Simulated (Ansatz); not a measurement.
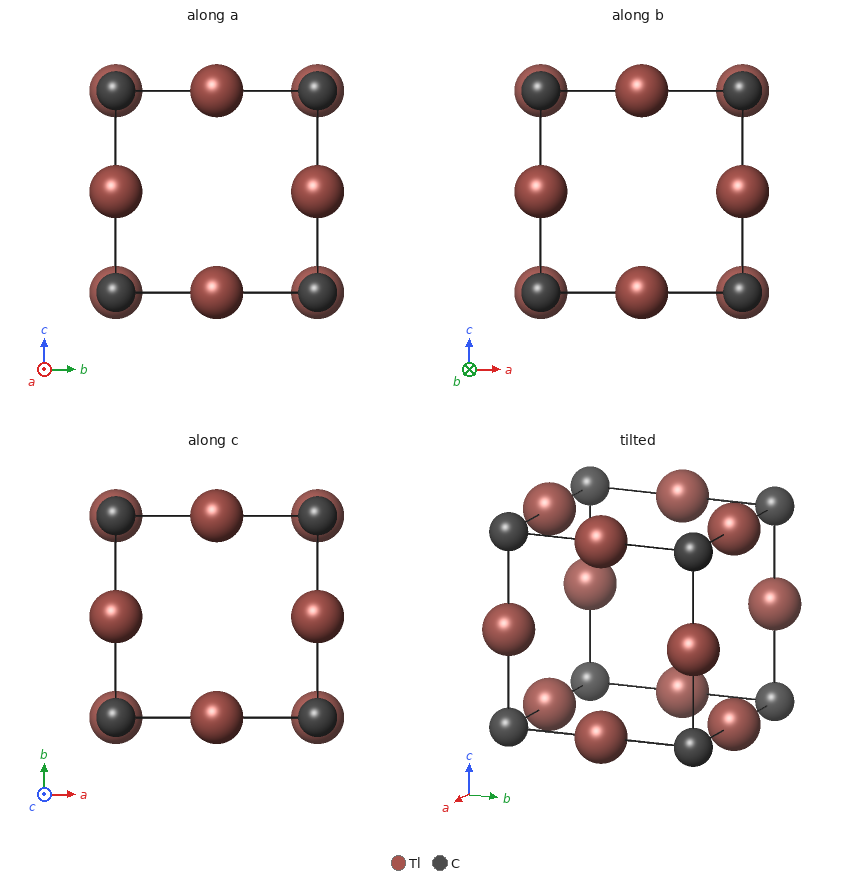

The crystal in a spheres-only representation, seen along the a axis, along the b axis, along the c axis and slightly off an axis. The parallelepiped is the conventional unit cell.

Lattice parameters: a = 5.0717 Å, b = 5.0717 Å, c = 5.0717 Å, α = 90.000°, β = 90.000°, γ = 90.000°.

Reconstruct the structure as a CIF with its space group and independent sites.

```cif
data_structure
_symmetry_space_group_name_H-M 'P m -3 m'
_symmetry_Int_Tables_number 221
_cell_length_a 5.0717
_cell_length_b 5.0717
_cell_length_c 5.0717
_cell_angle_alpha 90.000
_cell_angle_beta 90.000
_cell_angle_gamma 90.000
_cell_volume 130.45
loop_
_atom_site_label
_atom_site_type_symbol
_atom_site_symmetry_multiplicity
_atom_site_Wyckoff_symbol
_atom_site_fract_x
_atom_site_fract_y
_atom_site_fract_z
_atom_site_occupancy
Tl1 Tl 3 d 0.5000 0.0000 0.0000 1
C1 C 1 a 0.0000 0.0000 0.0000 1
```

It goes back to a random cell made by a generator, so it need not be a real form of the compound. Atoms and cell were optimised with Ansatz 0.2.0, DFT PBE, scalar-relativistic, plane waves, PAW.
